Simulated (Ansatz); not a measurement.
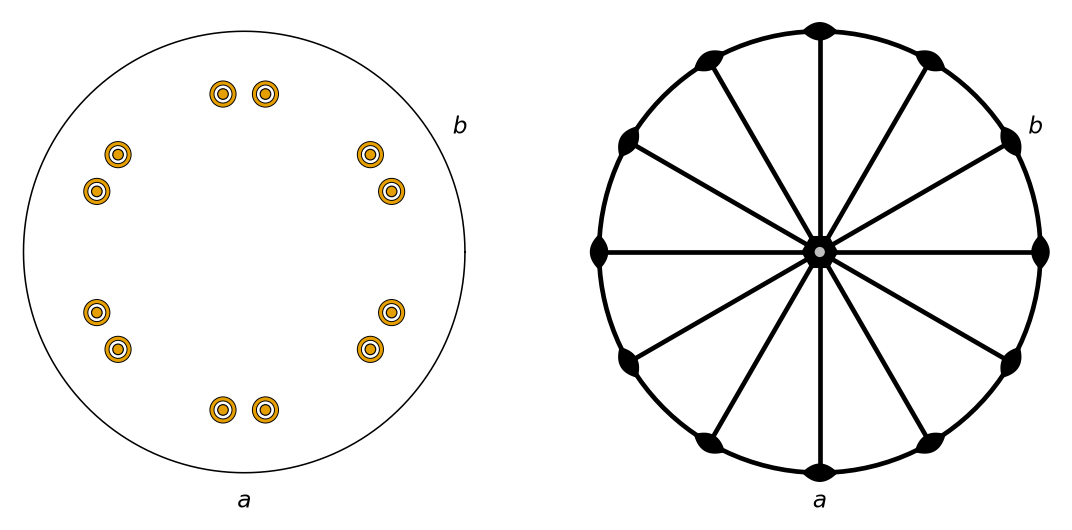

Stereographic projection: filled dots lie in the upper hemisphere, open rings in the lower; heavy lines are mirror planes (a heavy rim: a mirror in the plane of the page); lens, triangle, square and hexagon are 2-, 3-, 4- and 6-fold axes, a lens in an open square is −4, a triangle in an open hexagon −6; thin dashed diameters join the ends of axes that lie in the page; a small open circle marks inversion. The c axis points at the viewer. Left: one general form; right: the symmetry elements. Computed from the symmetry operations of a computed or model structure of composition Zr.

> Which point group is this?

6/mmm (D6h), order 24, hexagonal system: one sixfold axis, six twofold axes, seven mirror planes, an inversion centre.

> Can such a crystal be piezoelectric, pyroelectric or chiral?

It is centrosymmetric, so neither piezoelectric nor pyroelectric; it is not chiral.
